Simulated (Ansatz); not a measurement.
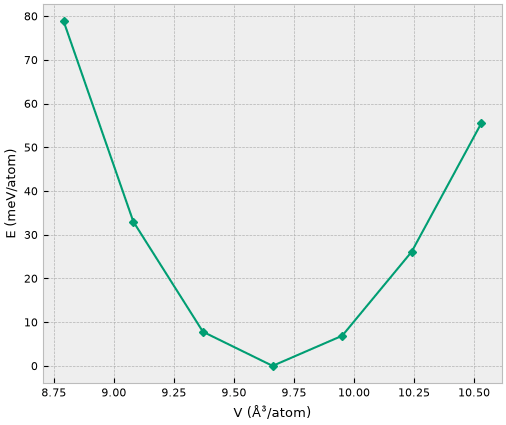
Figure. Cr₂C in space group P-3m1 (No. 164; Cr on 2d, C on 1b) under volume change, plane-wave PAW r²SCAN (Ansatz code), shape and atoms relaxed at each volume.

What does a third-order Birch–Murnaghan fit give for V₀, B₀ and B′?

V₀ = 9.66 Å³/atom, B₀ = 268 GPa, B′ = 4.8.

The workflow started from a Materials Project entry (that database holds measured and hypothetical structures alike); the Crystallography Open Database copy checked does not list it. Whether it is the stable phase at ambient conditions was not checked. Symmetry was held in the r²SCAN relaxation; of distortions, only those at the zone centre were tested. The run is not spin-polarised.

Potentials: the later of the program's two PAW sets.
